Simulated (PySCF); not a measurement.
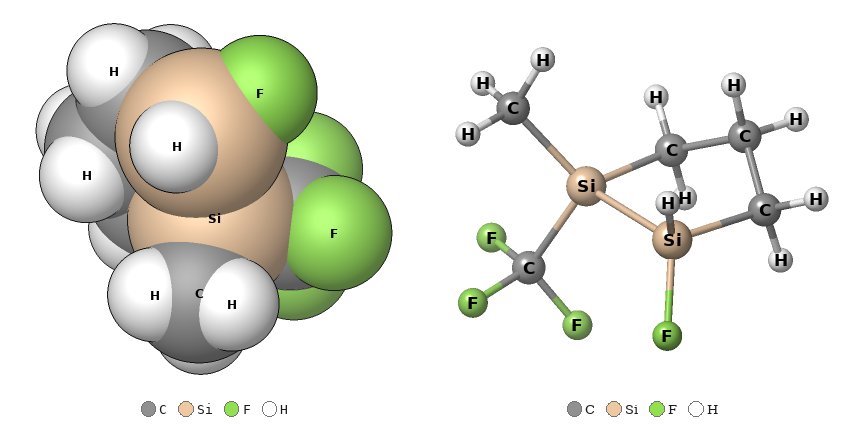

Both panels show the same species.

Computed geometry: PBE0-D3(BJ)/def2-SVP optimisation. No frequency run is at hand to confirm it as a minimum.

**Give the formula.**

C₅H₁₀F₄Si₂, 21 atoms: 5 carbon, 10 hydrogen, 4 fluorine and 2 silicon.

**Does it have rings?**

Independent rings (smallest set): 1 of 5 members.

**Give the symmetry (Schoenflies symbol).**

C1.

**How many bonds of each kind are drawn?**

9 C–H, 4 C–Si, 3 C–F, 2 C–C, 1 F–Si, 1 Si–Si, 1 Si–H.

**Name functional groups in it.**

Among them: C–F bond, Si–H bond.

More results for the same structure follow; atom numbers are the same in all pictures, views and colours differ.

Geometry

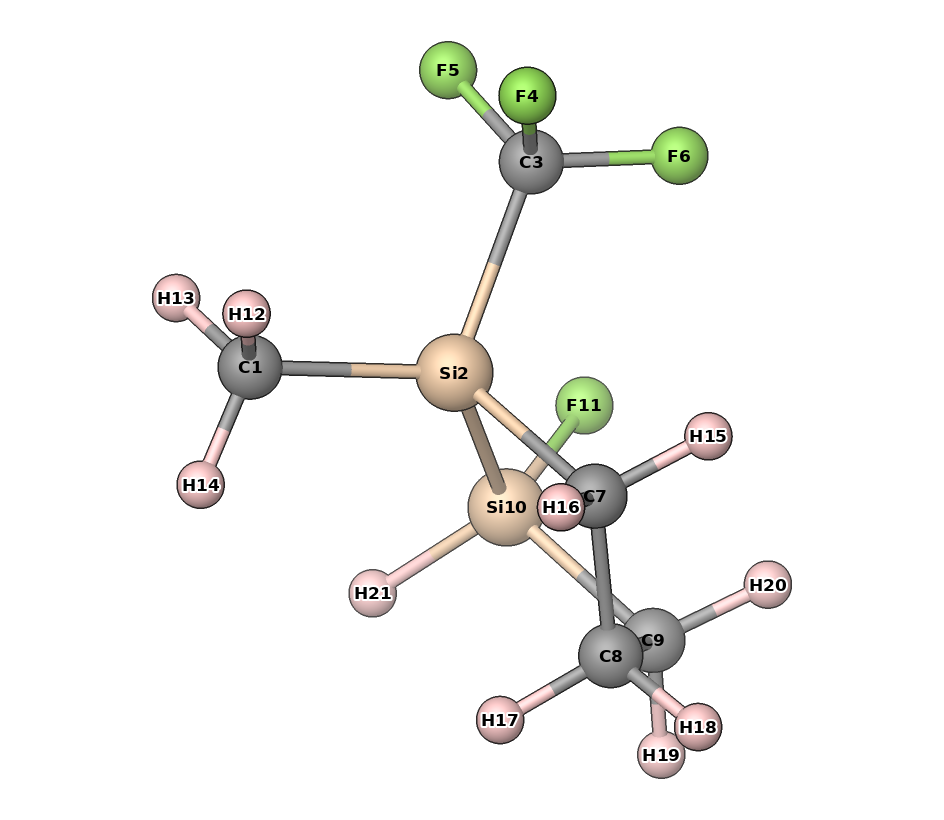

C9 lies behind C8. The molecule seen a little off the C8–C9 bond, C8 in front. Distant atoms are faded towards the background colour. No frequency run is at hand to confirm it as a minimum.

**What is the torsion angle C7–C8–C9–Si10? The sign is positive where the front bond must turn clockwise to cover the back bond.**

−53°, synclinal (gauche). The bonds about C8–C9 are staggered.

NMR shielding

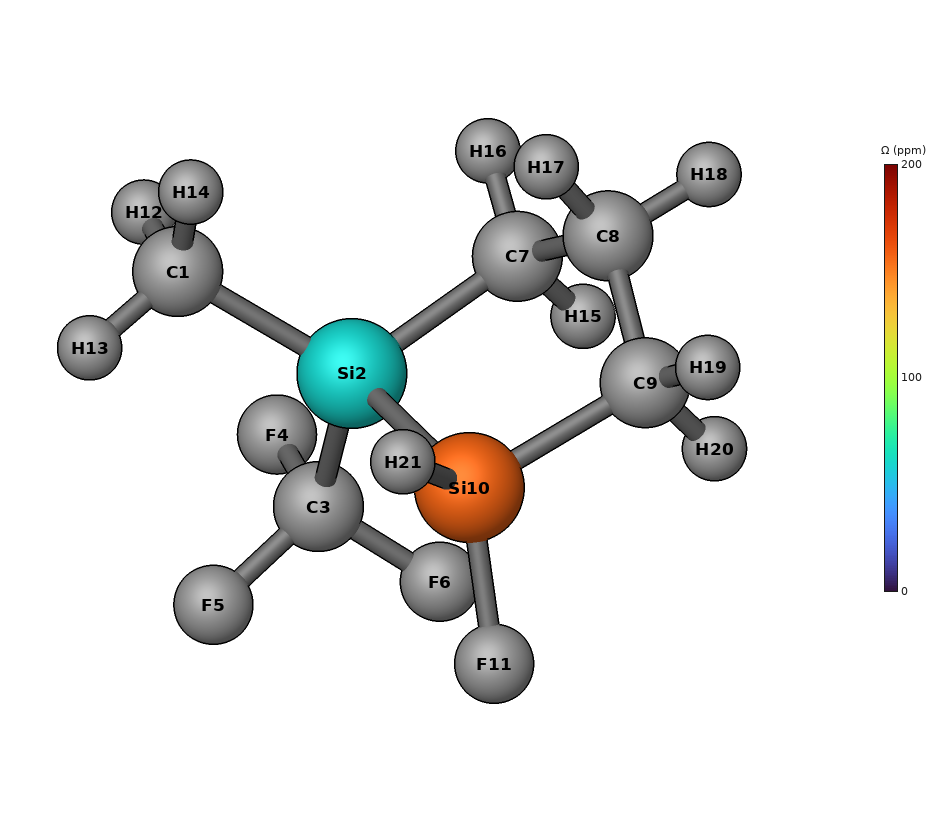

The Si atoms are coloured by the span of their shielding tensor. No frequency run is at hand to confirm it as a minimum. Level of theory: GIAO PBE0/pcSseg-1 NMR shielding, non-relativistic, IEF-PCM tetrahydrofuran (PySCF 2.14.0). Principal shieldings σ11 ≤ σ22 ≤ σ33, span Ω = σ33 − σ11, skew κ = 3(σiso − σ22)/Ω.

**Which Si atom has the most anisotropic shielding?**

Si10, with a span of 157 ppm.

Give the shielding tensors of the Si atoms.

```
atom    σ11    σ22    σ33   σiso      Ω      κ
 Si2  336.1  373.7  395.8  368.5   59.7  −0.26
Si10  237.4  304.9  394.2  312.2  156.8   0.14
```

Shieldings and span in ppm.

Electronic properties

No frequency run is at hand to confirm it as a minimum. Level of theory: PBE0/pcSseg-1 in acetonitrile (IEF-PCM) (PySCF 2.14.0).

Computed properties:

- dipole moment: 4.94 D
- HOMO energy (Kohn–Sham orbital): −7.43 eV
- LUMO energy (Kohn–Sham orbital): −0.44 eV
- HOMO–LUMO gap: 6.99 eV

Bond orders

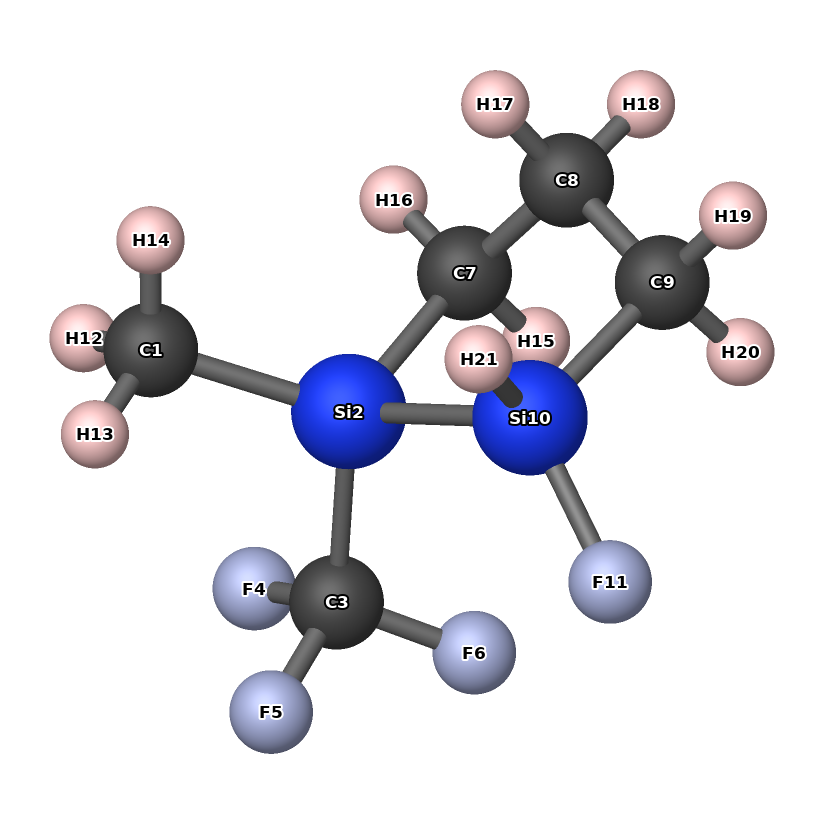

The thickness of each stick grows with its Mayer bond order. No frequency run is at hand to confirm it as a minimum. Method: PBE0/pcSseg-1 in acetonitrile (IEF-PCM) (PySCF 2.14.0).

List the Mayer bond orders of C1–Si2, Si2–C3, Si2–C7, Si2–Si10, C3–F4, C3–F5, C3–F6, C7–C8, C8–C9, C9–Si10, Si10–F11 (bonds between heavy atoms, one of each equivalent set).

| bond | Mayer order | length (Å) |
| --- | --- | --- |
| C1–Si2 | 1.00 | 1.872 |
| Si2–C3 | 0.77 | 1.933 |
| Si2–C7 | 0.91 | 1.898 |
| Si2–Si10 | 0.91 | 2.344 |
| C3–F4 | 0.95 | 1.348 |
| C3–F5 | 0.96 | 1.342 |
| C3–F6 | 0.95 | 1.343 |
| C7–C8 | 1.03 | 1.539 |
| C8–C9 | 1.02 | 1.538 |
| C9–Si10 | 0.92 | 1.889 |
| Si10–F11 | 0.89 | 1.634 |
